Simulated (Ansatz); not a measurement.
## AlF3 (SMILES [F][Al]([F])[F]): methods side by side

The species is AlF3 (4 atoms), meant as a singlet with charge 0. SMILES: `[F][Al]([F])[F]`. Geometry: a GFN2-xTB relaxation, a rough one for these elements and not checked as a minimum.

```xyz
4

Al   -0.0002   -0.0003   -0.0013
F     1.6308   -0.0271    0.0135
F    -0.7915    1.4260   -0.0166
F    -0.8391   -1.3986    0.0044
```

Each level gives the vertical ionisation energy (to the doublet cation) (eV). The values are calculated.

```csv
level,kind,program,value (eV),CPU time (all runs)
HF/STO-3G,Hartree–Fock,Ansatz,8.01,0.64 s
PBE/STO-3G,GGA,Ansatz,7.18,7.3 s
revPBE/STO-3G,GGA,Ansatz,7.10,8.1 s
B3LYP/STO-3G,global hybrid,Ansatz,8.07,6.2 s
r2SCAN0/STO-3G,hybrid meta-GGA,Ansatz,8.53,32 s
BCCD(T)/STO-3G,coupled cluster or CI,Ansatz,7.82,1.8 s
CCSD/STO-3G,coupled cluster or CI,Ansatz,7.87,1.4 s
CCSDT(Q)/STO-3G,coupled cluster or CI,Ansatz,7.74,15 s
```

The values span 7.10 to 8.53 eV. All rows use very small basis sets, so even the best lies far from the true value. Times are those of the runs behind each value, whatever else they computed, on shared processors of several kinds: orders of magnitude only.

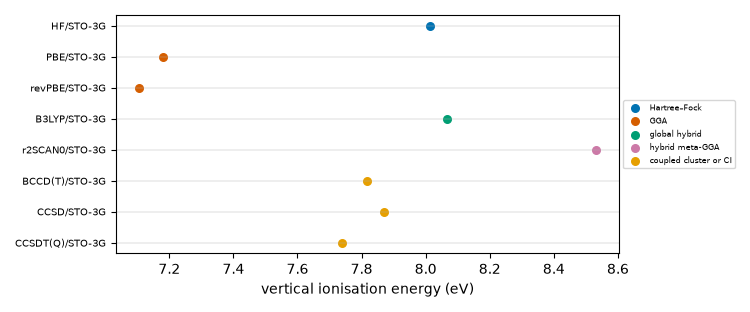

The values of the table, level by level.
